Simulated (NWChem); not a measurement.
**One shape, several levels: C3H5N (SMILES CCC#N)**

We compute a comparison of 5 runs (HF/STO-3G, HF/3-21G, B3LYP/6-31G*, M06-2X/def2-SVPD) of C3H5N. 

Program for the calculation: NWChem 7.3.0.

37 further runs of the same task are left out: 37 set aside as unsound or not needed.

## 1. The system as given

The species is C3H5N (9 atoms), meant as a singlet with charge 0. As SMILES, `CCC#N`. One bond was lengthened or shortened from a relaxed shape.

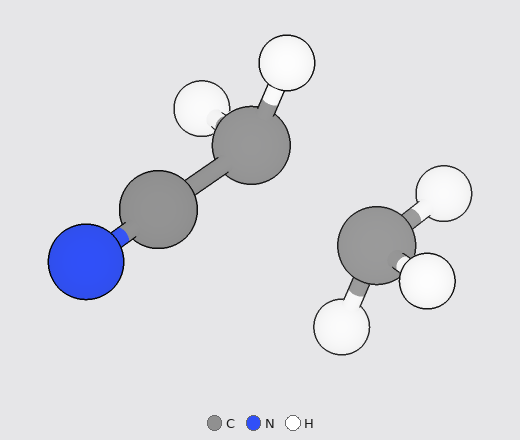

The structure, seen from a chosen angle (carbon grey, nitrogen blue, hydrogen white).

## 2. The energy at HF/STO-3G (run 1)

Contents of job.nw:

```
start job
memory 2200 mb
charge 0
geometry units angstrom noautosym nocenter noautoz
  C     -0.449931     0.999881    -0.582800
  C     -0.117130    -0.318420     0.526230
  C      0.980750    -1.159530     0.075140
  N      1.850440    -1.812720    -0.296990
  H     -0.721281     0.620701    -1.568630
  H     -1.277251     1.602051    -0.204860
  H      0.422679     1.644221    -0.695250
  H     -0.999220    -0.953050     0.650040
  H      0.137320     0.064530     1.518590
end
basis spherical bse
  * library STO-3G
end
scf
  thresh 1e-08
  maxiter 80
  print low
end
task scf energy
```

The run is started by

```
nwchem job.nw > job.out
```

What it wrote:

```text
[...]
  functions       =    25
[...]
  wavefunction    = RHF
[...]
         Total SCF energy =   -168.826412871840
      One-electron energy =   -425.951971759439
      Two-electron energy =    157.303344724185
 Nuclear repulsion energy =     99.822214163414
        Time for solution =      0.9s
 Task  times  cpu:        0.9s     wall:        0.9s
[...]
```

Wall time 1.4 s (1 thread of Intel Xeon 6975P-C (Granite Rapids), shared host); peak memory 0.1 GiB.

## 3. A single-point energy at HF/3-21G (run 2)

Contents of run.py:

```python
from ase import Atoms
from ase.calculators.nwchem import NWChem

system = Atoms(['C', 'C', 'C', 'N', 'H', 'H', 'H', 'H', 'H'], positions=[
    [-0.449931, 0.999881, -0.582800],
    [-0.117130, -0.318420, 0.526230],
    [0.980750, -1.159530, 0.075140],
    [1.850440, -1.812720, -0.296990],
    [-0.721281, 0.620701, -1.568630],
    [-1.277251, 1.602051, -0.204860],
    [0.422679, 1.644221, -0.695250],
    [-0.999220, -0.953050, 0.650040],
    [0.137320, 0.064530, 1.518590],
])

calc = NWChem(
    label='work',
    theory='scf',
    memory='2200 mb',
    basis='3-21G',
    basispar='spherical bse',
    scf={'nopen': '0', 'rhf': None, 'thresh': '1e-08', 'maxiter': '80'},
    task='energy',
)
system.calc = calc

print("Total energy (eV):", round(system.get_potential_energy(), 6))
print("dipole (e A):", system.get_dipole_moment().round(4))
```

The run is started by

```
export ASE_NWCHEM_COMMAND="nwchem PREFIX.nwi > PREFIX.nwo"
python run.py
```

What it wrote:

```text
Total energy (eV): -4625.761418
dipole (e A): [-0.6313  0.5351  0.1989]
```

The calculator wrote work.nwi:

```
title "work"

permanent_dir work

scratch_dir work

start work

geometry units angstrom nocenter noautosym noautoz
  C  -4.4993100000000003e-01 9.9988100000000002e-01 -5.8279999999999998e-01
  C  -1.1713000000000000e-01 -3.1841999999999998e-01 5.2622999999999998e-01
  C  9.8075000000000001e-01 -1.1595299999999999e+00 7.5139999999999998e-02
  N  1.8504400000000001e+00 -1.8127200000000001e+00 -2.9698999999999998e-01
  H  -7.2128099999999995e-01 6.2070099999999995e-01 -1.5686300000000000e+00
  H  -1.2772509999999999e+00 1.6020509999999999e+00 -2.0485999999999999e-01
  H  4.2267900000000003e-01 1.6442209999999999e+00 -6.9525000000000003e-01
  H  -9.9922000000000000e-01 -9.5304999999999995e-01 6.5003999999999995e-01
  H  1.3732000000000000e-01 6.4530000000000004e-02 1.5185900000000001e+00
end

memory 2200 mb

basis spherical bse noprint
   * library 3-21G
end

scf
  nopen 0
  rhf
  thresh 1e-08
  maxiter 80
end

task scf energy
```

work.nwo:

```text
Northwest Computational Chemistry Package (NWChem) 7.3.0
             --------------------------------------------------------

           Job information
           ---------------

    nwchem branch   = 7.3.0
    use scalapack   = T
    input           = work.nwi
    prefix          = work.
    data base       = work/work.db
    status          = startup
    nproc           =        1

           Memory information
           ------------------

    heap     =     72089598 doubles =      550.0 Mbytes
    stack    =     72089595 doubles =      550.0 Mbytes
    global   =    144179200 doubles =     1100.0 Mbytes (distinct from heap & stack)
    total    =    288358393 doubles =     2200.0 Mbytes
    verify   = yes
    hardfail = no

[... 131 lines left out ...]
 Convergence threshold     :          1.000E-08
[... 13 lines left out ...]
       Final RHF  results
[... 3 lines left out ...]
      One-electron energy =   -426.056229960921
[... 1 line left out ...]
 Nuclear repulsion energy =     99.822214163414
[... 33 lines left out ...]
                       ROHF Final Molecular Orbital Analysis
[... 173 lines left out ...]
  Mulliken analysis of the total density
  --------------------------------------

    Atom       Charge   Shell Charges
 -----------   ------   -------------------------------------------------------
    1 C    6     6.57   1.99  0.35  1.54  1.14  1.55
    2 C    6     6.45   1.99  0.34  1.56  1.15  1.40
    3 C    6     5.67   1.99  0.43  1.62  0.55  1.08
[... 5 lines of this table left out ...]
    9 H    1     0.73   0.46  0.27

       Multipole analysis of the density wrt the origin
       ------------------------------------------------

     L   x y z        total         open         nuclear
     -   - - -        -----         ----         -------
     0   0 0 0     -0.000000      0.000000     30.000000

     1   1 0 0     -1.192955      0.000000     24.561640
[... 8 lines of this table left out ...]
     2   0 0 2    -17.811473      0.000000     35.944007

 Task  times  cpu:        1.3s     wall:        1.3s
 Total times  cpu:        1.4s     wall:        1.4s
```

Run time: 2.4 s. Hardware: 1 thread of Intel Xeon 6975P-C (Granite Rapids), shared host; peak memory 0.1 GiB.

Runs 3 to 4 aren't shown in full; the table further down has their settings and results.

## 4. The energy at M06-2X/def2-SVPD (run 5)

Contents of c3h5n.nw:

```
echo
start c3h5n
memory total 2200 mb
charge 0
geometry units angstroms noautosym nocenter noautoz
  C       -0.449931       0.999881      -0.582800
  C       -0.117130      -0.318420       0.526230
  C        0.980750      -1.159530       0.075140
  N        1.850440      -1.812720      -0.296990
  H       -0.721281       0.620701      -1.568630
  H       -1.277251       1.602051      -0.204860
  H        0.422679       1.644221      -0.695250
  H       -0.999220      -0.953050       0.650040
  H        0.137320       0.064530       1.518590
end
basis spherical bse
  * library def2-SVPD
end
dft
  xc m06-2x
  mult 1
  grid fine
  convergence energy 1e-08
  iterations 100
  mulliken
  noprint "final vectors analysis"
end
task dft energy
```

The run is started by

```
nwchem c3h5n.nw > c3h5n.out
```

What it wrote:

```text
[...]
          Wavefunction type:  closed shell.
          No. of atoms     :     9
          No. of electrons :    30
[...]
          Charge           :     0
          Spin multiplicity:     1
[...]
          AO basis - number of functions:   120
[...]
              XC Information
              --------------
                       M06-2X Method XC Functional
                     Hartree-Fock (Exact) Exchange  0.540
                        M06-2X Exchange Functional  1.000
                      M06-2X Correlation Potential  1.000
[...]
 d= 0,ls=0.0,diis     1   -171.7553464322 -2.72D+02  1.40D-02  5.89D-01     2.8
[...]
 d= 0,ls=0.0,diis     8   -171.8424844552 -4.93D-09  9.55D-06  1.71D-06    19.6
         Total DFT energy =     -171.842484455222
      One electron energy =     -427.585377688794
           Coulomb energy =      180.699871795335
    Exchange-Corr. energy =      -24.779192725177
 Nuclear repulsion energy =       99.822214163414
[...]
      Total Density - Mulliken Population Analysis
     ---------------------------------------------
    Atom       Charge   Shell Charges
 -----------   ------   -------------------------------------------------------
    1 C    6     5.70   1.99  0.91 -0.21  0.11  2.05  0.79  0.02  0.06
    2 C    6     6.23   1.99  0.91 -0.14  0.08  2.07  1.01  0.03  0.29
    3 C    6     6.04   1.99  0.97  0.21 -0.07  2.04  0.73  0.05  0.13
    4 N    7     7.11   1.99  1.10  0.59  0.19  2.23  0.96  0.03  0.02
    5 H    1     1.01   0.75  0.19  0.02  0.04
    6 H    1     0.96   0.76  0.16  0.02  0.02
    7 H    1     1.01   0.75  0.19  0.02  0.04
    8 H    1     0.97   0.75  0.15  0.02  0.04
    9 H    1     0.97   0.75  0.15  0.02  0.04
[...]
```

Run time: 20 s. Hardware: 1 thread of Intel Xeon 6975P-C (Granite Rapids), shared host; peak memory 0.12 GiB.

## 5. The series

```
run                               level  Cartesian functions  iteration cap  energy (Eh)  wall time
  1                           HF/STO-3G                   no             80  -168.826413      1.4 s
  2                            HF/3-21G                   no             80  -169.993598      2.4 s
  3  B3LYP/6-31G* (Cartesian functions)                  yes            100  -172.051993       23 s
  4  B3LYP/6-31G* (spherical functions)                   no            100  -172.047905       21 s
  5                    M06-2X/def2-SVPD                   no            100  -171.842484       20 s
```

## 6. Results

| quantity | value |
| --- | --- |
| run 5: total energy | -171.84248 Eh |
| run 5: dipole moment | 4.17 D |

Over runs 2, 4, 5 the dipole moment (its size) runs from 3.96 D (B3LYP/6-31G*) to 4.17 D (M06-2X/def2-SVPD). The two ends differ in method and basis. Totals of different functionals can't be ranked against each other. In run 1 the basis is minimal, so the values are rough. All runs together took 69 s, the longest 23 s.
